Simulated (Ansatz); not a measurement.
One crystal and one scan (scan of one atom of the cell) at two levels, PBE (plane waves to 420 eV, PAW, scalar-relativistic; Ansatz, a first-principles code) and r2SCAN (plane waves to 500 eV, PAW, scalar-relativistic; Ansatz), each from its own relaxed cell and on its own mesh. The cell shown is that of PBE.

AlNi (CsCl type)

```
AlNi
1.0
    2.89304     0.00000     0.00000
    0.00000     2.89304     0.00000
    0.00000     0.00000     2.89304
Al Ni
1 1
Direct
  0.00000   0.00000   0.00000
  0.50000   0.50000   0.50000
```

In this cell atom 2 (Ni, nearest neighbour Al at 2.505 Å; its periodic images, 2.9 Å or more away, move with it) is moved by s along Cartesian [110], unit vector (0.707, 0.707, 0.000); all other atoms and the cell stay fixed.

Energies are smeared free energies. AlNi is run without spin polarisation. AlNi was relaxed with its symmetry unable to fall. With partly filled bands, energies and forces of such displacements shift with the k mesh and the smearing. Percentages come from the unrounded values.

| quantity | PBE | r2SCAN | PBE − r2SCAN |
|---|---|---|---|
| Lattice constant a (Å) | 2.893 | 2.863 | +0.030 (+1.0 %) |
| Force constant k = d²E/ds² at s = 0 (finite differences) (eV/Å²) | 5.66 | 6.47 | -0.81 (-13 %) |
| Zone-centre optical wavenumber from k (cm⁻¹) | 289 | 309 | -20 (-6.5 %) |

PBE gives the higher value for: lattice constant a. PBE gives the lower value for: force constant k = d²E/ds² at s = 0; zone-centre optical wavenumber from k. Both give the same shape of the curve: a single well with its minimum at or next to zero displacement. Neither level is exact: the differences show how much the result hangs on the functional.

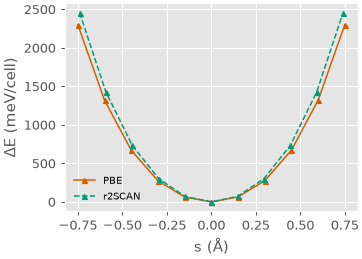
ΔE, each from the undisplaced structure of its own level.

(For displaced atoms, the force is minus the slope of the energy, and its curvature is a force constant, which sets phonon frequencies.)
